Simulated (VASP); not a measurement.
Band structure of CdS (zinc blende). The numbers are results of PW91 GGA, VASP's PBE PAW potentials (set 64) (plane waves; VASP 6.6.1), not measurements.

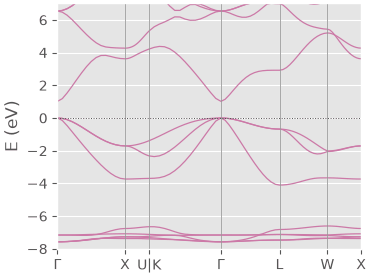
Figure: Bands along high-symmetry lines, zero at the valence-band maximum or, without a gap, the Fermi level

Task: Read the plot: is there a gap, and where are the band edges?

Result: The gap is direct, 1.02 eV, from the valence maximum at Γ to the conduction minimum at Γ. (Edges off the drawn lines would not show.)

Measured: gap 2.48 eV at 4 K (computed value off by -1.46 eV), as given by arXiv:1206.3780.

The compound is CdS in the zinc blende structure, a metastable form; wurtzite is the usual one. It was relaxed first, which changed the volume by +6 %.
